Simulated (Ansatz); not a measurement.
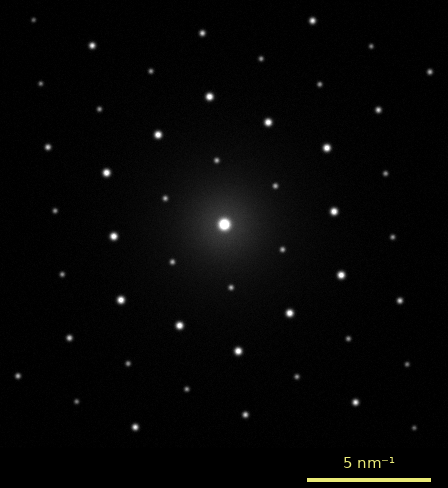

Simulated selected-area electron diffraction pattern (200 kV, kinematic approximation, thin crystal, B = 0.5 Å² for all atoms).

### Read the repeat vectors of the pattern off the scale bar.

The spots form a hexagonal net with both shortest vectors at d = 3.82 Å, 60.0° apart.

### What is the point symmetry of the pattern, intensities included?

6mm. A zero-layer kinematic pattern is always centrosymmetric (Friedel's law). Such a pattern arises along the three- or sixfold axis of a trigonal, hexagonal or cubic crystal.

### What was simulated?

This cannot be fixed from one zone alone; the pattern is [001] of Be5Ge, space group P6/mmm (No. 191), a = 4.407 Å, c = 3.595 Å (hexagonal axes). The net vectors are 1 -1 0 and 1 0 0. Structure: the geometry relaxed with Ansatz, DFT PBEsol, scalar-relativistic, plane waves, PAW; the starting structure was generated, so it need not be a known form of this composition.
